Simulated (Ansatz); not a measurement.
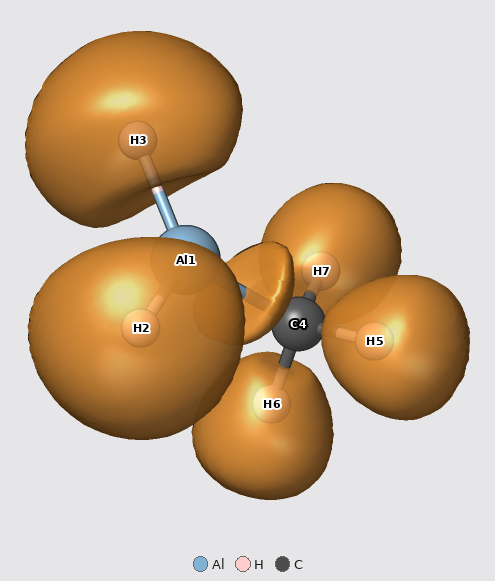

Figure. CH$_{5}$Al. Isosurface of the electron localisation function at 0.85 (orange), seen at an oblique angle. Only the valence region is drawn (cores and ρ < 0.01 e/Å³ removed).

Method: RKS B3LYP/def2-SVP (Ansatz).

```xyz
7

Al    0.0071    0.0013   -0.0083
H     0.0017   -0.0017    1.5827
H     1.4069   -0.0017   -0.7637
C    -1.6896    0.0029   -0.9922
H    -2.2754   -0.9054   -0.7605
H    -2.3232    0.8554   -0.6878
H    -1.5634    0.0492   -2.0859
```

Where are the electrons localised?

Answer. At this value the surface marks out one region between bonded Al–C atoms (shared pairs) and five regions around hydrogen nuclei. Along the contacts the grid gives the following. C–Al (1.96 Å): the ELF peaks at about 0.95 between the atoms; a polar covalent bond. C–H (1.10 Å): the ELF climbs to about 1 towards the hydrogen, as it does in any bond to H (a covalent bond by its length).
